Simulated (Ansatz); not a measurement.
**Geometry relaxation of Ga₃N (part 1 of 2)**

- system: Ga₃N (4 atoms in the cell)
- method: DFT PBE, scalar-relativistic, plane waves, PAW, no spin polarisation (Ansatz 0.2.0)

The structure was made by a generator, so it may or may not be a known phase. Figures and captions count atoms from 1; the log counts them from 0 in places.

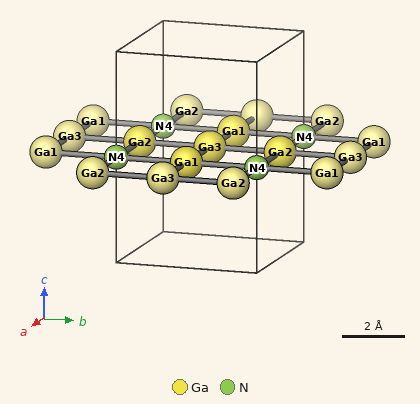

*The structure as given in the input (ball-and-stick view of the cell of the calculation, with the vacuum cut short, seen slightly off an axis; neighbours outside the cell are drawn fainter; atoms are numbered from 1 in the order of the input).*

Near neighbours in the crystal (not all of them lie inside the picture): Ga has 2 Ga at 2.40 Å and 2 N at 2.40 Å; Ga has 4 Ga at 2.40 Å; N has 4 Ga at 2.40 Å.

## Input file
```yaml
crystal:
  lattice:
    - [4.7922257101, 0.0, 0.0]
    - [0.0, 4.7922257101, 0.0]
    - [0.0, 0.0, 23.8]
  atoms:
    - { symbol: Ga, position: [0.0, 0.5, 0.2941176471] }
    - { symbol: Ga, position: [0.5, 0.0, 0.2941176471] }
    - { symbol: Ga, position: [0.5, 0.5, 0.2941176471] }
    - { symbol: "N", position: [0.0, 0.0, 0.2941176471] }
  periodic: [true, true, false]
basis:
  ecutwfc: 420
kpoints:
  mp_grid: { grid: [10, 10, 1] }
hamiltonian:
  xc: pbe
scf:
  occupations: { method: gaussian, width: 0.1 }
output:
  forces: true
  stress: true
  eigenvalues: true
  write_density: true
  write_potential: true
  elf: true
  volumetric_format: npy
relax:
  adjacent_minimum: "off"
  f_tol: 0.01
  max_steps: 80
  cell: { stress_2d_tol: 0.02 }
```

Machine: 1 thread of Arm Neoverse V1, 24 GiB of memory available, shared host.

Command:
```bash
ansatz run input.yaml --threads 1 --pin off --max-ram 2048MiB --backend cpu --events-out ev --progress --plain --runs-dir out
```

## Log
```
Engine: ansatz 0.2.0, aarch64-unknown-linux-gnu
Pseudopotentials: kind: paw
Pseudopotential: Ga, paw, valence charge 13, recommended cutoff 420 eV (normal), Ga.paw.azcp
Pseudopotential: N, paw, valence charge 5, recommended cutoff 420 eV (normal), N.paw.azcp
Functional definition: PBE
  parameter kappa = 0.804
  parameter beta = 0.06672455060314922
  exchange = pbe_x(kappa = kappa, mu = beta*pi^2/3)
  correlation = pbe_c(beta = beta)
Crystal: 4 atoms, lattice volume = 546.577 Å³
Basis set: ecut = 420 eV, 10603 PW (Γ), exchange–correlation on 72×72×320 points (8 copies of the dense FFT grid, shifted against one another)
Bands: 27, of which v1, the nominal top of the filled ones, is band 22 counted from 1 (21 counted from 0)
Symmetry: 16 space group operations
Space group: P4/mmm (ITA 123), of the structure as read, at distance tolerance 8.2e-5 Å
k-points: 21 of 100
Non-local potential: Ga, projectors of the file, l = 0: 2, l = 1: 2, l = 2: 3, l = 3: 1
Non-local potential: N, projectors of the file, l = 0: 2, l = 1: 2, l = 2: 1
PAW form: soft (Blöchl's): semilocal exchange-correlation on the pseudo side does not see the compensation charge
PAW one-centre angular grid: Ga, 590 points (default); XC on 64 Gauss nodes
PAW one-centre angular grid: N, 110 points (default); XC on 64 Gauss nodes
Initial density: superposition of atomic densities (neutral atoms: chi_scale 0, normalization atom), corrected by the library's trained network
Initial wavefunctions: pseudopotential atomic-orbital guess
Functional: x = pbe(κ = 0.804, μ = 0.2195149727645171), c = pbe(β = 0.06672455060314922)
SCF iter   1: F=—  HF=-11728.570000 eV  |F-HF|=—  |Δ(HF+E_count)|=         —  Δρ=3.12e-3  dr2=3.15e-2  ethr=1.77e-3  ⟨swp⟩=8.3  Hψ=2814  notcnv=0
preconditioner: auto → LDOS  [metal: Δε(μ)=0.039 eV  Ē_g=14.202 eV  σ=0.100 eV  W_gap=0.22  n_scr=48 (ndim 8)  ℏωp=10.5 eV  f_vac=0.803  D(μ)=3.82/eV (n_scr^D=8)  β→1.0]
SCF iter   2: F=—  HF=-11728.563757 eV  |F-HF|=—  |Δ(HF+E_count)|=   6.24e-3  Δρ=1.42e-3  dr2=9.94e-3  ethr=7.16e-5  ⟨swp⟩=3.5  Hψ=1458  notcnv=0  defer=1
SCF iter   3: F=—  HF=-11728.563523 eV  |F-HF|=—  |Δ(HF+E_count)|=   2.34e-4  Δρ=2.29e-4  dr2=5.36e-4  ethr=2.26e-5  ⟨swp⟩=2.0  Hψ=667  notcnv=0  defer=1
SCF iter   4: F=—  HF=-11728.563842 eV  |F-HF|=—  |Δ(HF+E_count)|=   3.19e-4  Δρ=5.42e-5  dr2=4.25e-5  ethr=1.22e-6  ⟨swp⟩=2.2  Hψ=753  notcnv=0  defer=1
SCF iter   5: F=—  HF=-11728.563838 eV  |F-HF|=—  |Δ(HF+E_count)|=   3.95e-6  Δρ=2.64e-5  dr2=2.55e-6  ethr=9.65e-8  ⟨swp⟩=2.9  Hψ=1086  notcnv=0  defer=1
SCF iter   6: F=—  HF=-11728.563839 eV  |F-HF|=—  |Δ(HF+E_count)|=   1.06e-6  Δρ=1.63e-5  dr2=1.26e-6  ethr=5.80e-9  ⟨swp⟩=3.0  Hψ=1370  notcnv=0  defer=1
SCF iter   7: F=—  HF=-11728.563838 eV  |F-HF|=—  |Δ(HF+E_count)|=   5.97e-7  Δρ=6.25e-6  dr2=2.46e-7  ethr=2.86e-9  ⟨swp⟩=2.2  Hψ=1011  notcnv=0  defer=1
SCF iter   8: F=-11728.563838 eV  HF=-11728.563838 eV  |F-HF|=6.78e-9  |Δ(HF+E_count)|=   3.83e-8  Δρ=1.83e-6  dr2=2.17e-8  ethr=2.27e-10  ⟨swp⟩=18.4  Hψ=5815  notcnv=0
SCF 1 converged in 8 iterations: F = -11728.563838 eV  dr2 = 2.17e-8
  greatest PAW one-centre occupation: 0.995 electrons in one spin orbital (limit 2), on the Ga atom at site 0 (counted from 0), in its partial waves of l = 2
relax step   1: F+E_penalty+E_count = -11728.56383835 eV  Δ(F+E_penalty+E_count) = +0.000e0 eV  max|allowed force component| = 1.503e-29 eV/Å  Δτ_max = 0.0000 Å  P = -0.610 N/m  Ω = 546.577 Å³  fix = [c, alpha, beta]  reactions: c +0.000 N/m  (8 SCF iters, dr2 threshold 1.00e-7 eV, accepted)
Crystal: 4 atoms, lattice volume = 542.126 Å³
Basis set: ecut = 420 eV, 10535 PW (Γ), exchange–correlation on 72×72×320 points (8 copies of the dense FFT grid, shifted against one another)
Initial density: handed on by an earlier stage of this run
Initial wavefunctions: those handed on with the density
iter 1 solved again at ethr=2.47e-6 eV; its pass at ethr=3.10e-3 eV (dr2=1.09e-3 eV) is discarded
SCF iter   1: F=—  HF=-11728.570075 eV  |F-HF|=—  |Δ(HF+E_count)|=         —  Δρ=3.52e-4  dr2=1.03e-3  ethr=2.47e-6  ⟨swp⟩=3.0  Hψ=3201  notcnv=0
preconditioner: auto → LDOS  [metal: Δε(μ)=0.052 eV  Ē_g=14.153 eV  σ=0.100 eV  W_gap=0.29  n_scr=48 (ndim 8)  ℏωp=10.6 eV  f_vac=0.804  D(μ)=3.83/eV (n_scr^D=8)  β→1.0]
SCF iter   2: F=—  HF=-11728.569882 eV  |F-HF|=—  |Δ(HF+E_count)|=   1.93e-4  Δρ=1.22e-4  dr2=5.29e-5  ethr=2.33e-6  ⟨swp⟩=2.5  Hψ=1037  notcnv=0
SCF iter   3: F=—  HF=-11728.569910 eV  |F-HF|=—  |Δ(HF+E_count)|=   2.86e-5  Δρ=9.38e-5  dr2=3.68e-5  ethr=1.20e-7  ⟨swp⟩=2.9  Hψ=1185  notcnv=0
SCF iter   4: F=—  HF=-11728.569895 eV  |F-HF|=—  |Δ(HF+E_count)|=   1.50e-5  Δρ=3.11e-5  dr2=5.39e-6  ethr=8.36e-8  ⟨swp⟩=2.7  Hψ=1238  notcnv=0
SCF iter   5: F=-11728.569894 eV  HF=-11728.569894 eV  |F-HF|=3.57e-8  |Δ(HF+E_count)|=   9.77e-7  Δρ=6.21e-6  dr2=3.04e-7  ethr=9.09e-10  ⟨swp⟩=15.2  Hψ=6944  notcnv=0
SCF 2 converged in 5 iterations: F = -11728.569894 eV  dr2 = 3.04e-7
relax step   2: F+E_penalty+E_count = -11728.56989425 eV  Δ(F+E_penalty+E_count) = -6.056e-3 eV  max|allowed force component| = 1.790e-29 eV/Å  Δτ_max = 0.0000 Å  P = -0.328 N/m  Ω = 542.126 Å³  energy of the carried Pulay correction = +5.763e-4 eV  fix = [c, alpha, beta]  reactions: c +0.000 N/m  (5 SCF iters, dr2 threshold 4.00e-7 eV, accepted)
Crystal: 4 atoms, lattice volume = 537.026 Å³
Basis set: ecut = 420 eV, 10455 PW (Γ), exchange–correlation on 72×72×320 points (8 copies of the dense FFT grid, shifted against one another)
iter 1 solved again at ethr=3.51e-6 eV; its pass at ethr=3.10e-3 eV (dr2=1.54e-3 eV) is discarded
SCF iter   1: F=—  HF=-11728.572967 eV  |F-HF|=—  |Δ(HF+E_count)|=         —  Δρ=4.28e-4  dr2=1.47e-3  ethr=3.51e-6  ⟨swp⟩=3.0  Hψ=3121  notcnv=0
preconditioner: auto → LDOS  [metal: Δε(μ)=0.053 eV  Ē_g=14.188 eV  σ=0.100 eV  W_gap=0.29  n_scr=48 (ndim 8)  ℏωp=10.6 eV  f_vac=0.804  D(μ)=3.89/eV (n_scr^D=8)  β→1.0]
SCF iter   2: F=—  HF=-11728.572683 eV  |F-HF|=—  |Δ(HF+E_count)|=   2.84e-4  Δρ=1.47e-4  dr2=8.12e-5  ethr=3.33e-6  ⟨swp⟩=2.7  Hψ=1040  notcnv=0
SCF iter   3: F=—  HF=-11728.572730 eV  |F-HF|=—  |Δ(HF+E_count)|=   4.71e-5  Δρ=1.20e-4  dr2=5.78e-5  ethr=1.85e-7  ⟨swp⟩=2.7  Hψ=1113  notcnv=0
SCF iter   4: F=—  HF=-11728.572706 eV  |F-HF|=—  |Δ(HF+E_count)|=   2.44e-5  Δρ=4.24e-5  dr2=9.04e-6  ethr=1.31e-7  ⟨swp⟩=2.8  Hψ=1217  notcnv=0
SCF iter   5: F=—  HF=-11728.572703 eV  |F-HF|=—  |Δ(HF+E_count)|=   3.14e-6  Δρ=7.54e-6  dr2=3.79e-7  ethr=2.05e-8  ⟨swp⟩=2.6  Hψ=1267  notcnv=0
SCF iter   6: F=-11728.572703 eV  HF=-11728.572703 eV  |F-HF|=4.77e-9  |Δ(HF+E_count)|=   1.24e-7  Δρ=2.65e-6  dr2=6.73e-8  ethr=6.10e-10  ⟨swp⟩=16.5  Hψ=5925  notcnv=0
SCF 3 converged in 6 iterations: F = -11728.572703 eV  dr2 = 6.73e-8
relax step   3: F+E_penalty+E_count = -11728.57270266 eV  Δ(F+E_penalty+E_count) = -2.808e-3 eV  max|allowed force component| = 2.012e-29 eV/Å  Δτ_max = 0.0000 Å  P = +0.009 N/m  Ω = 537.026 Å³  energy of the carried Pulay correction = +1.243e-3 eV  fix = [c, alpha, beta]  reactions: c +0.000 N/m  (6 SCF iters, dr2 threshold 2.68e-7 eV, accepted)
Basis set: ecut = 420 eV, 10455 PW (Γ), exchange–correlation on 64×64×320 points (8 copies of the dense FFT grid, shifted against one another)
Initial wavefunctions: pseudopotential atomic-orbital guess (no wavefunctions were taken with the density)
iter 1 solved again at ethr=5.01e-8 eV; its pass at ethr=3.10e-3 eV (dr2=2.21e-5 eV) is discarded
SCF iter   1: F=—  HF=-11728.571638 eV  |F-HF|=—  |Δ(HF+E_count)|=         —  Δρ=1.92e-5  dr2=7.42e-7  ethr=5.01e-8  ⟨swp⟩=6.1  Hψ=5835  notcnv=0
preconditioner: auto → LDOS  [metal: Δε(μ)=0.053 eV  Ē_g=14.191 eV  σ=0.100 eV  W_gap=0.29  n_scr=48 (ndim 8)  ℏωp=10.6 eV  f_vac=0.805  D(μ)=3.89/eV (n_scr^D=8)  β→1.0]
SCF iter   2: F=—  HF=-11728.571557 eV  |F-HF|=—  |Δ(HF+E_count)|=   8.13e-5  Δρ=1.23e-5  dr2=5.87e-7  ethr=1.69e-9  ⟨swp⟩=2.9  Hψ=1210  notcnv=0
SCF iter   3: F=—  HF=-11728.571556 eV  |F-HF|=—  |Δ(HF+E_count)|=   5.26e-8  Δρ=4.06e-6  dr2=5.49e-8  ethr=1.33e-9  ⟨swp⟩=2.8  Hψ=1186  notcnv=0
SCF iter   4: F=—  HF=-11728.571556 eV  |F-HF|=—  |Δ(HF+E_count)|=   5.49e-8  Δρ=9.83e-7  dr2=4.88e-9  ethr=1.25e-10  ⟨swp⟩=2.7  Hψ=1277  notcnv=0
SCF iter   5: F=—  HF=-11728.571556 eV  |F-HF|=—  |Δ(HF+E_count)|=   1.22e-8  Δρ=5.03e-7  dr2=1.93e-9  ethr=1.11e-11  ⟨swp⟩=2.6  Hψ=1063  notcnv=0
SCF iter   6: F=—  HF=-11728.571556 eV  |F-HF|=—  |Δ(HF+E_count)|=   4.70e-9  Δρ=2.19e-7  dr2=1.85e-10  ethr=4.39e-12  ⟨swp⟩=2.1  Hψ=1064  notcnv=0
SCF iter   7: F=—  HF=-11728.571556 eV  |F-HF|=—  |Δ(HF+E_count)|=   3.97e-9  Δρ=5.33e-8  dr2=1.63e-11  ethr=1.00e-12  ⟨swp⟩=3.0  Hψ=1289  notcnv=0
SCF iter   8: F=-11728.571556 eV  HF=-11728.571556 eV  |F-HF|=3.82e-11  |Δ(HF+E_count)|=  4.51e-10  Δρ=2.07e-8  dr2=3.37e-12  ethr=1.00e-12  ⟨swp⟩=10.9  Hψ=3750  notcnv=0
SCF 4 converged in 8 iterations: F = -11728.571556 eV  dr2 = 3.37e-12
relax step   4: F+E_penalty+E_count = -11728.57155642 eV  Δ(F+E_penalty+E_count) = +1.146e-3 eV  max|allowed force component| = 2.130e-29 eV/Å  Δτ_max = 0.0000 Å  P = +0.003 N/m  Ω = 537.026 Å³  fix = [c, alpha, beta]  reactions: c +0.000 N/m  stress off target by 2.50e-3 N/m on what of the cell is left free  SCF on the basis re-selected at this cell (its energy is not comparable with the rows above)  (8 SCF iters)
```

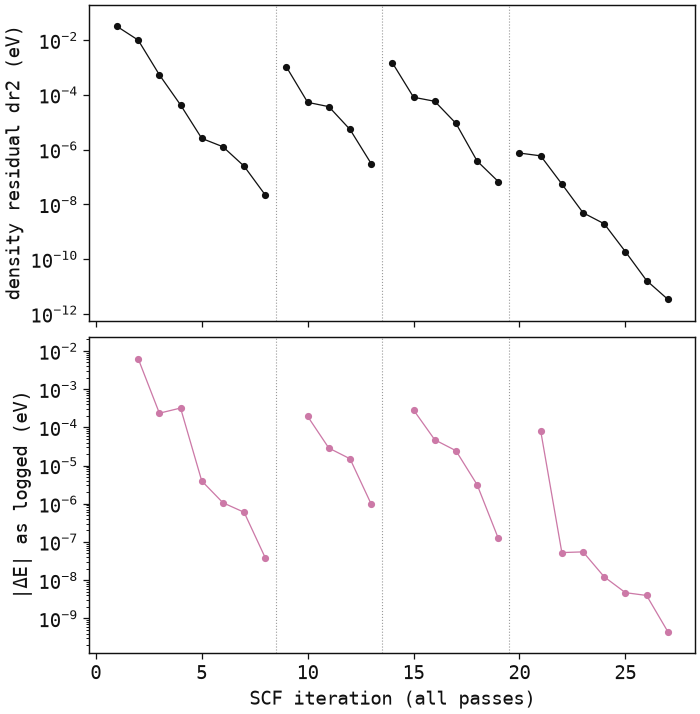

*Convergence of the self-consistent field: density residual dr2 and size of the energy change against the SCF iteration. The dotted lines part the SCF passes of the relaxation: geometry steps, rejected trials and re-solves on a re-selected basis.*

The passes take 8, 5, 6 and 8 iterations.

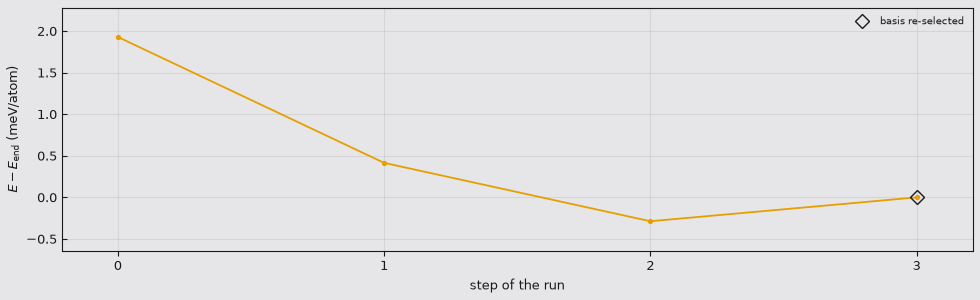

*Progress of the relaxation, step by step (the first geometry is step 0 here and step 1 in the log).*
